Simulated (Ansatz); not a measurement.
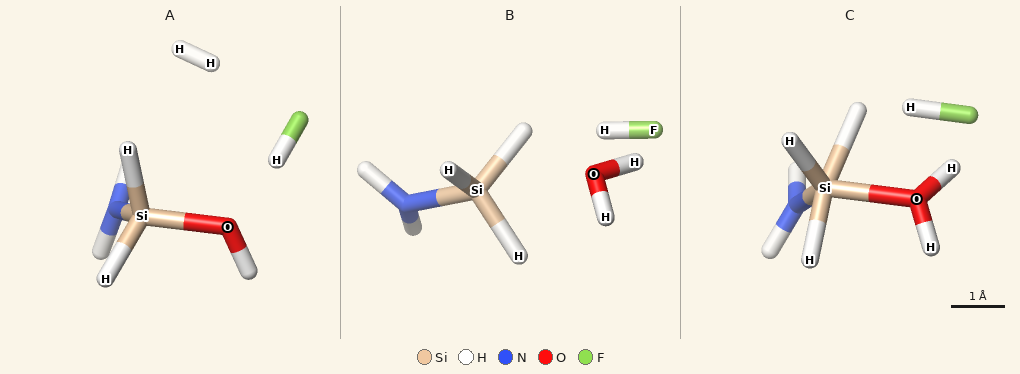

Three geometries of SiNH8OF: a saddle point and the two minima that it joins, in shuffled order. A stick model, seen from a free direction. Sticks join atoms that are closer than about 1.2 times the sum of their covalent radii (a little more with hydrogen).

Stationary points at PBE0-D4/def2-TZVP, single-point energies with CCSD(T)/CBS, PBE-QIDH, wB97M-V (def2-TZVPP where no basis is named; Ansatz 0.2.0). The energies are electronic, without zero-point or thermal terms, and both ends are the minima reached downhill from the saddle, with any fragments still in contact. CCSD(T)/CBS stands for a frozen-core estimate: MP2 correlation extrapolated from def2-TZVPP and def2-QZVPP, CCSD(T) minus MP2 from the smaller set.

Q: Which frame is the transition state, what reaction does it lead through, and what barrier is to be expected?

A: Frame C is the saddle point. Counted by bonded pieces, B holds HF + H₂O + SiH₅N and A holds HF + H₂ + SiH₅NO. From B over the saddle to A, bonds form: O–Si (2.97 → 1.84 → 1.68 Å), H–H (1.55 → 1.03 → 0.75 Å), F–H (2.04 → 1.36 → 0.95 Å). Bonds break: H–Si (1.51 → 1.73 → 4.09 Å), H–O (0.96 → 1.05 → 1.65 Å), F–H (0.94 → 1.12 → 2.48 Å). The saddle has one imaginary mode, 755i cm⁻¹. With CCSD(T)/CBS the barrier is 23.0 kcal/mol from B and 46.5 kcal/mol from A, and A lies 23.6 kcal/mol below B.

```csv
level,barrier from B (kcal/mol),barrier from A (kcal/mol),A less B (kcal/mol)
CCSD(T)/CBS,23.0,46.5,−23.6
PBE-QIDH,20.2,43.2,−23.0
wB97M-V,20.6,43.6,−23.0
```
